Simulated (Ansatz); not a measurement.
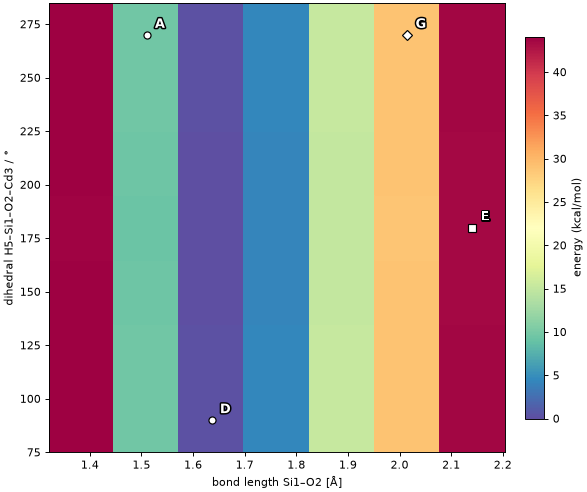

BrCdH₃OSi, SMILES [SiH3][O][Cd][Br]. 
- First axis: bond length Si1–O2. Second axis: dihedral H5–Si1–O2–Cd3.
- Nothing is relaxed (all other coordinates rigid).
- Grid: 7 × 7 points.
- All energies are given in kcal/mol relative to the lowest grid point.
- Computed with RKS PBE0-D4/def2-SVP in Ansatz.

Drawn: one coloured cell a grid point, lettered points.

Q: Is A the lowest point of the computed grid?

A: No. A lies 9.5 kcal/mol above the lowest grid point, which is at bond length Si1–O2 = 1.636 Å, dihedral H5–Si1–O2–Cd3 = 180°.

Q: Rank the lettered points by energy, lowest first.

A: D (0.25 kcal/mol), A (9.5 kcal/mol), G (29.1 kcal/mol), E (43.5 kcal/mol).
